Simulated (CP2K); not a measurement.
# C4H8Br2 (1,4-dibromobutane): a first try and a second

Wanted: a single-point energy of C4H8Br2 (1,4-dibromobutane), GFN1-xTB.

Program for the calculation: CP2K 2026.2.

1 further run of the same task is left out (set aside as unsound or not needed).

## 1. Starting point

C4H8Br2 has 14 atoms, charge 0, and is taken as a singlet. As SMILES, `BrCCCCBr`. Geometry: relaxed at GFN2-xTB. This is one conformer, not always the lowest.

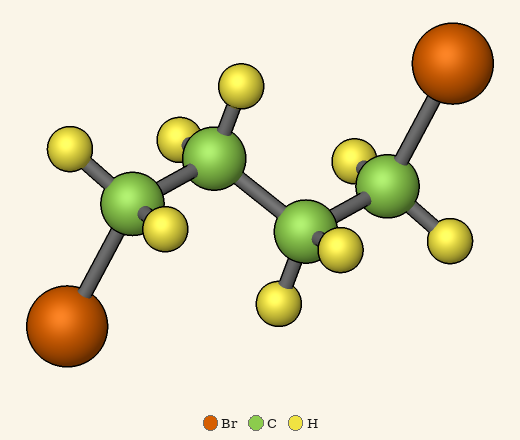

Viewed from a chosen angle; bromine orange, carbon green, hydrogen yellow.

## 2. The input as first written

Contents of molecule.pdb:

```
HETATM    1 Br   MOL A   1      -2.341   0.254   1.895  1.00  0.00          BR
HETATM    2 C    MOL A   1      -0.424   0.646   1.780  1.00  0.00           C
HETATM    3 C    MOL A   1       0.052   0.681   0.341  1.00  0.00           C
HETATM    4 C    MOL A   1      -0.050  -0.682  -0.340  1.00  0.00           C
HETATM    5 C    MOL A   1       0.423  -0.646  -1.780  1.00  0.00           C
HETATM    6 Br   MOL A   1       2.338  -0.249  -1.902  1.00  0.00          BR
HETATM    7 H    MOL A   1       0.078  -0.132   2.353  1.00  0.00           H
HETATM    8 H    MOL A   1      -0.288   1.610   2.268  1.00  0.00           H
HETATM    9 H    MOL A   1       1.096   1.009   0.347  1.00  0.00           H
HETATM   10 H    MOL A   1      -0.529   1.417  -0.221  1.00  0.00           H
HETATM   11 H    MOL A   1       0.533  -1.417   0.220  1.00  0.00           H
HETATM   12 H    MOL A   1      -1.094  -1.011  -0.343  1.00  0.00           H
HETATM   13 H    MOL A   1      -0.083   0.131  -2.352  1.00  0.00           H
HETATM   14 H    MOL A   1       0.288  -1.610  -2.267  1.00  0.00           H
END
```

Contents of qs.inp:

```
&GLOBAL
  PROJECT_NAME qs
  RUN_TYPE OPT
  PRINT_LEVEL MEDIUM
&END GLOBAL
&FORCE_EVAL
  METHOD QUICKSTEP
  &DFT
    # Quickstep
    &QS
      METHOD XTB
      EPS_DEFAULT 1.0E-10
      &XTB
        GFN_TYPE TBLITE
        &TBLITE
          METHOD GFN1
        &END TBLITE
        CHECK_ATOMIC_CHARGES F
      &END XTB
    &END QS
    # no periodic images
    &POISSON
      PERIODIC NONE
      POISSON_SOLVER ANALYTIC
    &END POISSON
    &SCF
      SCF_GUESS ATOMIC
      EPS_SCF 1.0E-07
      MAX_SCF 150
      ADDED_MOS 2
      &DIAGONALIZATION
        ALGORITHM STANDARD
      &END DIAGONALIZATION
      &MIXING
        METHOD DIRECT_P_MIXING
        ALPHA 0.4
      &END MIXING
      &SMEAR ON
        METHOD FERMI_DIRAC
        ELECTRONIC_TEMPERATURE [K] 300
      &END SMEAR
    &END SCF
    &PRINT
      &MOMENTS
        PERIODIC F
        REFERENCE COM
        MAX_MOMENT 1
      &END MOMENTS
      &MO ON
        ENERGIES T
        OCCUPATION_NUMBERS T
        NDIGITS 6
        &EACH
          QS_SCF 0
        &END EACH
        ADD_LAST NUMERIC
      &END MO
      &HIRSHFELD OFF
      &END HIRSHFELD
    &END PRINT
  &END DFT
  # structure
  &SUBSYS
    &CELL
      ABC 14.7 13.2 14.7
      PERIODIC NONE
    &END CELL
    &TOPOLOGY
      COORD_FILE_NAME molecule.pdb
      COORD_FILE_FORMAT PDB
      CONN_FILE_FORMAT OFF
      &CENTER_COORDINATES
      &END CENTER_COORDINATES
    &END TOPOLOGY
  &END SUBSYS
&END FORCE_EVAL
```

Command:

```
$ OMP_NUM_THREADS=1 cp2k.psmp qs.inp > qs.out
```

Output:

```text
*******************************************************************************
 *   ___                                                                       *
 *  /   \                                                                      *
 * [ABORT]                                                                     *
 *  \___/                    invalid value for enumeration:OPT                 *
 *    |                                                                        *
 *  O/|                                                                        *
 * /| |                                                                        *
 * / \                                     input/input_enumeration_types.F:215 *
 *******************************************************************************

 ===== Routine Calling Stack =====

            4 val_create_parsing
            3 section_vals_parse
            2 section_vals_parse
            1 read_input

Program received signal SIGABRT: Process abort signal.

Backtrace for this error:
#0  0x5f31603df957 in ???
#1  0x5f3180c94cac in __pthread_kill_implementation
#2  0x5f3180c3bfb7 in raise
#3  0x5f3180c25d37 in abort
#4  0x5f3160ab2d83 in ???
#5  0x5f3160ab4297 in ???
#6  0x5f3160ab4497 in ???
#7  0x5f3160c1226f in ???
#8  0x5f3160c2183b in ???
#9  0x5f3160c2367b in ???
#10  0x5f3160c238f7 in ???
#11  0x5f31604f9807 in ???
#12  0x5f3160d64e8b in ???
#13  0x5f3160d69d0b in ???
#14  0x5f3160480db3 in ???
#15  0x5f316047ef13 in ???
#16  0x5f3180c26573 in __libc_start_call_main
#17  0x5f3180c26657 in __libc_start_main_impl
#18  0x5f316047f06f in ???
#19  0xffffffffffffffff in ???
```

Wall time 0.32 s (1 thread of Arm Neoverse N1, shared host); peak memory 0.13 GiB.

## 3. Diagnosis

The input was rejected.

The log says `\___/                    invalid value for enumeration:OPT`. The fault: unknown run type.

## 4. The mended input

molecule.pdb is that of step 2.

Contents of qs.inp:

```
&FORCE_EVAL
    METHOD Quickstep
    &DFT
        &QS
            METHOD XTB
            EPS_DEFAULT 1.0E-10
            &XTB
                GFN_TYPE TBLITE
                &TBLITE
                    METHOD GFN1
                &END TBLITE
                CHECK_ATOMIC_CHARGES F
            &END XTB
        &END QS
        # no periodic images
        &POISSON
            PERIODIC NONE
            POISSON_SOLVER ANALYTIC
        &END POISSON
        &SCF
            SCF_GUESS ATOMIC
            EPS_SCF 1.0E-07
            MAX_SCF 150
            ADDED_MOS 2
            &DIAGONALIZATION
                ALGORITHM STANDARD
            &END DIAGONALIZATION
            &MIXING
                METHOD DIRECT_P_MIXING
                ALPHA 0.4
            &END MIXING
            &SMEAR ON
                METHOD FERMI_DIRAC
                ELECTRONIC_TEMPERATURE [K] 300
            &END SMEAR
        &END SCF
        &PRINT
            &MOMENTS
                PERIODIC F
                REFERENCE COM
                MAX_MOMENT 1
            &END MOMENTS
            &MO ON
                ENERGIES T
                OCCUPATION_NUMBERS T
                NDIGITS 6
                &EACH
                    QS_SCF 0
                &END EACH
                ADD_LAST NUMERIC
            &END MO
            &HIRSHFELD OFF
            &END HIRSHFELD
        &END PRINT
    &END DFT
    # structure
    &SUBSYS
        &CELL
            ABC 14.7 13.2 14.7
            PERIODIC NONE
        &END CELL
        &TOPOLOGY
            COORD_FILE_NAME molecule.pdb
            COORD_FILE_FORMAT PDB
            CONN_FILE_FORMAT OFF
            &CENTER_COORDINATES
            &END CENTER_COORDINATES
        &END TOPOLOGY
    &END SUBSYS
&END FORCE_EVAL

&GLOBAL
    PROJECT qs
    RUN_TYPE ENERGY
    PRINT_LEVEL MEDIUM
&END GLOBAL
```

Command:

```
$ OMP_NUM_THREADS=1 cp2k.psmp qs.inp > qs.out
```

Output:

```text
CP2K| version string:                                       CP2K version 2026.2
[...]
 GLOBAL| Method name                                                        CP2K
[...]
 GLOBAL| Run type                                                         ENERGY
[...]
                             - Atoms:                                         14
[...]
                             - Spherical basis functions:                     50
[...]
 Number of electrons:                                                         38
[...]
  *** SCF run converged in    11 steps ***
[...]
  Fermi energy:                                                -0.27400031024879
[...]
 TB_DIPOLE| Moment [Debye]          0.00155036      -0.00275229       0.00431482
 TB_DIPOLE| Derivative [a.u.]       0.00000000       0.00000000       0.00000000
[...]
 ENERGY| Total FORCE_EVAL ( QS ) energy [hartree]            -20.534720528321653
[...]
```

It took 0.42 s on 1 thread of Arm Neoverse N1, shared host; peak memory 0.14 GiB.

## 5. Results

At GFN1-xTB:

```
                                 quantity         value
                             total energy  -20.53472 Eh
dipole moment (from atomic charges alone)        0.01 D
                              HOMO energy     -11.56 eV
                              LUMO energy      -6.58 eV
                            HOMO–LUMO gap       4.98 eV
```
